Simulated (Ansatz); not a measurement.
Structure (in its standard cell), coordinates from a relaxation with Ansatz, DFT PBEsol, scalar-relativistic, plane waves, PAW; the starting structure was generated, so it need not be a known form of this composition:

```xyz
12
Lattice="6.6767 0.0000 0.0000 0.0000 6.6767 0.0000 0.0000 0.0000 6.6767" Properties=species:S:1:pos:R:3 pbc="T T T"
Sn    0.0000    0.0000    0.0000
Ge    1.6692    1.6692    5.0075
Ge    1.6692    5.0075    5.0075
Sn    0.0000    3.3384    3.3384
Ge    1.6692    5.0075    1.6692
Ge    1.6692    1.6692    1.6692
Sn    3.3384    0.0000    3.3384
Ge    5.0075    1.6692    1.6692
Ge    5.0075    5.0075    1.6692
Sn    3.3384    3.3384    0.0000
Ge    5.0075    5.0075    5.0075
Ge    5.0075    1.6692    5.0075
```

What does the kinematic electron diffraction pattern along [001] look like at 100 kV (B = 0.5 Å²)?

The spots form a square net with both shortest vectors at d = 3.34 Å, 90.0° apart. They are 2 0 0 and 0 2 0. The pattern has symmetry 4mm. The lattice centring (F) removes all reflections that break h + k = 2n, h + l = 2n.

Strongest reflections with d > 1.03 Å, one of each family (|F|² from tabulated Gaussian fits of the electron scattering factors, times a small damping for the curvature of the Ewald sphere):

| hkl | d (Å) | I (strongest = 100) |
| --- | --- | --- |
| 2 2 0 | 2.361 | 100 |
| 4 0 0 | 1.669 | 50 |
| 4 4 0 | 1.180 | 22 |
| 6 2 0 | 1.056 | 16 |
| 2 0 0 | 3.338 | 4 |
| 4 2 0 | 1.493 | 1 |

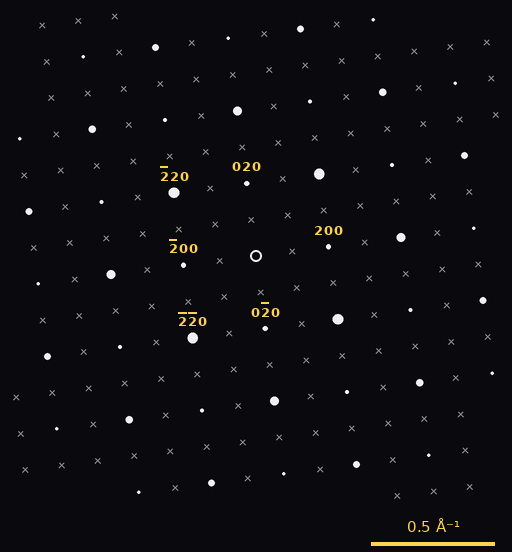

Calculated pattern, seen from the source side with [001] pointing towards the source; crosses mark the places of extinct reflections.
